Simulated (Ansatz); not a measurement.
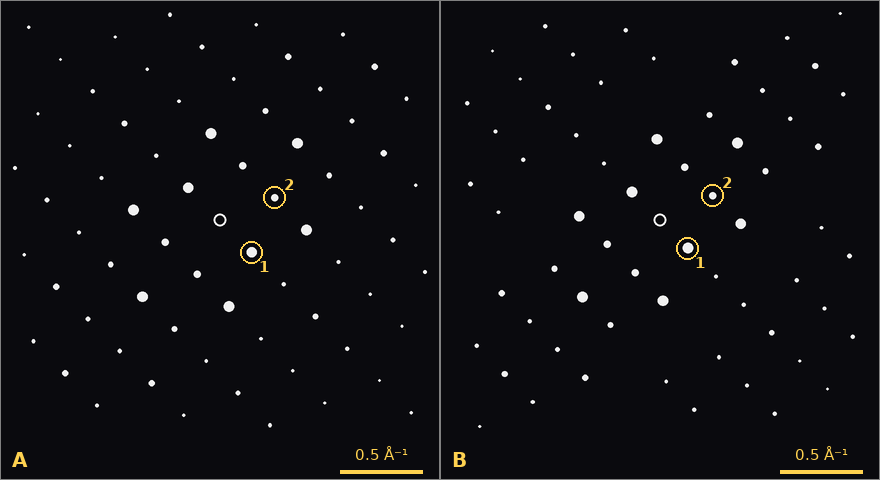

Kinematic electron diffraction patterns (120 kV, B = 0.5 Å², same scale) along [111] of the run's own cell, for the start and the end of one relaxation of Al2O5 with DFT PBEsol, scalar-relativistic, plane waves, PAW in Ansatz 0.2.0. k mesh 12×12×8. The start is a generated model structure, and the relaxation ends in the nearest stationary point of its symmetry, not necessarily the ground state. Spot 1 is -1 -1 2 and spot 2 is 0 -1 1 in both.

Start structure:

```
Al O
1.0
     5.07829   -1.49814   -0.14427
     5.07829    1.49814   -0.14427
    -4.65661    0.00000    5.52361
Al O
2 5
Direct
  0.38910 0.38910 0.67418
  0.61090 0.61090 0.32582
  0.60925 0.60925 0.97934
  0.39075 0.39075 0.02066
  0.00000 0.00000 0.00000
  0.14415 0.14415 0.48461
  0.85585 0.85585 0.51539
```

Q: Which pattern belongs to the start structure, and which to the relaxed one?

A: A is the start: its cell gives d(1) = 3.606 Å, d(2) = 2.767 Å and an angle of 67.4°. B is the relaxed structure, with d(1) = 4.110 Å (+14.0 %), d(2) = 2.806 Å (+1.4 %) and 70.0°.

Q: Summarise the relaxation behind the change.

A: The volume changed by -2.9 % to 11.38 Å³ an atom; with the mean shift removed, the atoms moved by up to 0.20 Å relative to the cell (O most); the space group stayed C2/m (No. 12); the free energy fell by 5.6 meV an atom. Relaxed cell: a = 5.183 Å, b = 5.183 Å, c = 8.272 Å, α = 136.69°, β = 136.69°, γ = 33.48°.
